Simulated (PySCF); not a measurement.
# NClO (nitrosyl chloride) at CCSD(T)/cc-pVTZ

What is the vertical ionisation energy of NClO (nitrosyl chloride) at CCSD(T)/cc-pVTZ? 

Program for the calculation: PySCF 2.14.0.

1 further run of the same task is left out (set aside as unsound or not needed).

## (1) The molecule

NClO: 3 atoms, total charge 0, spin state singlet. SMILES: `O=NCl`. Geometry: relaxed at PBE0-D4/def2-TZVP.

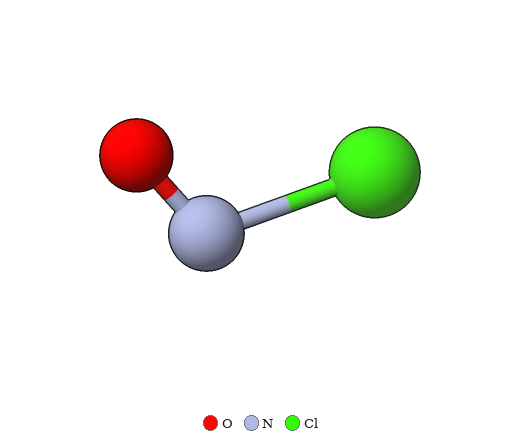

Viewed from a chosen angle; oxygen red, nitrogen light blue, chlorine green.

## (2) A single-point energy at CCSD(T)/cc-pVTZ

File input.py:

```python
from pyscf import gto, cc

molecule = gto.Mole()
molecule.atom = [
    ('O', (1.000080, -0.338330, 0.513880)),
    ('N', (0.052050, -0.599550, -0.035840)),
    ('Cl', (-1.052130, 0.937900, -0.478040)),
]
molecule.spin = 0
molecule.basis = 'cc-pvtz'
molecule.max_memory = 1860
molecule.verbose = 4
molecule.build()

hf = molecule.RHF()
hf.conv_tol = 1e-10
hf.kernel()
if not hf.converged:
    hf = hf.newton().run(hf.mo_coeff, hf.mo_occ)

mycc = cc.CCSD(hf, frozen=7)
mycc.kernel()
e_t = mycc.ccsd_t()
etot = mycc.e_tot + e_t
print('E(%s) = %.9f' % ('CCSD(T)', etot))
```

On the command line:

```
$ OMP_NUM_THREADS=1 python input.py
```

The log of the run:

```text
PySCF version 2.14.0

[INPUT] num. atoms = 3
[INPUT] num. electrons = 32
[INPUT] charge = 0
[INPUT] spin (= nelec alpha-beta = 2S) = 0
[INPUT] symmetry False subgroup None
[INPUT] Mole.unit = angstrom
[INPUT] Symbol           X                Y                Z      unit          X                Y                Z       unit  Magmom
[INPUT]  1 O      1.000080000000  -0.338330000000   0.513880000000 AA    1.889877302655  -0.639351039724   0.971092460891 Bohr   0.0
[INPUT]  2 N      0.052050000000  -0.599550000000  -0.035840000000 AA    0.098360244784  -1.132985297983  -0.067727784304 Bohr   0.0
[INPUT]  3 Cl    -1.052130000000   0.937900000000  -0.478040000000 AA   -1.988237547439   1.772374132230  -0.903364676587 Bohr   0.0

nuclear repulsion = 86.2494625031143
number of shells = 27
number of NR pGTOs = 143
number of NR cGTOs = 94
basis = cc-pvtz
ecp = {}

[... 45 lines left out ...]
converged SCF energy = -588.769453033613
[... 12 lines left out ...]
Init t2, MP2 energy = -589.40076395466  E_corr(MP2) -0.631310921047495
[... 15 lines left out ...]
CCSD converged
[... 2 lines left out ...]
E(CCSD(T)) = -589.442739756
```

It took 32 s on 1 thread of Arm Neoverse V1, shared host; peak memory 0.51 GiB.

## (3) The doublet cation at the same level

File input.py:

```python
from pyscf import gto, scf, cc

system = gto.Mole()
system.atom = '''
O        1.000080      -0.338330       0.513880
N        0.052050      -0.599550      -0.035840
Cl      -1.052130       0.937900      -0.478040
'''
system.spin = 1
system.max_memory = 1860
system.charge = 1
system.verbose = 3
system.basis = 'cc-pvtz'
system.build()

mf = scf.UHF(system)
mf.conv_tol = 1e-10
mf.kernel()
if not mf.converged:
    mf = mf.newton().run(mf.mo_coeff, mf.mo_occ)

mycc = cc.CCSD(mf, frozen=7)
mycc.kernel()
e_t = mycc.ccsd_t()
e_tot = mycc.e_tot + e_t
print('E(%s) = %.9f' % ('CCSD(T)', e_tot))
```

On the command line:

```
$ OMP_NUM_THREADS=1 python input.py
```

The log of the run:

```text
converged SCF energy = -588.397907289278  <S^2> = 0.98457931  2S+1 = 2.2222325
E(UCCSD) = -589.0021494622086  E_corr = -0.6042421729308485
UCCSD(T) correction = -0.0316139319880423
E(CCSD(T)) = -589.033763394
```

Run time: 3.1 min. Hardware: 1 thread of Arm Neoverse V1, shared host; peak memory 2.6 GiB.

## (4) Outcome

Level: CCSD(T)/cc-pVTZ, 7 core orbitals frozen.

| quantity | value |
| --- | --- |
| singlet NClO: total energy | -589.44274 Eh |
| singlet NClO: dipole moment (Hartree–Fock density) | 1.91 D |
| singlet NClO: HOMO energy (Hartree–Fock orbitals) | -11.65 eV |
| singlet NClO: LUMO energy (Hartree–Fock orbitals) | 1.28 eV |
| singlet NClO: HOMO–LUMO gap (Hartree–Fock orbitals) | 12.93 eV |
| singlet NClO: correlation energy (7 core orbitals frozen) | -673.3 mEh |
| singlet NClO: (T) correction | -34.99 mEh |
| singlet NClO: T1 diagnostic | 0.021 |
| doublet cation: total energy | -589.03376 Eh |
| doublet cation: HOMO energy (Hartree–Fock orbitals) (highest over α and β) | -20.34 eV |
| doublet cation: LUMO energy (Hartree–Fock orbitals) (lowest over α and β) | -8.66 eV |
| doublet cation: correlation energy (7 core orbitals frozen) | -635.9 mEh |
| doublet cation: (T) correction | -31.61 mEh |
| doublet cation: ⟨S²⟩ of the reference determinant | 0.985 |
| doublet cation: T1 diagnostic | 0.046 |
| vertical ionisation energy (to the doublet cation) | 11.129 eV |

**Reading.** Removing an electron at fixed nuclei costs 11.13 eV (1074 kJ/mol). The T1 diagnostic (singlet NClO) of 0.021 is above the customary mark for such species, so a single reference may not serve. Mulliken charges (singlet NClO) of the mean-field density run from -0.23 on Cl3 to +0.24 on N2. The triples (singlet NClO) make up 5.2 % of the correlation energy. ⟨S²⟩ (doublet cation) is 0.98 where a pure doublet has 0.75: the reference is spin-contaminated. The T1 diagnostic (doublet cation) of 0.046 is above the customary mark for such species, so a single reference may not serve.
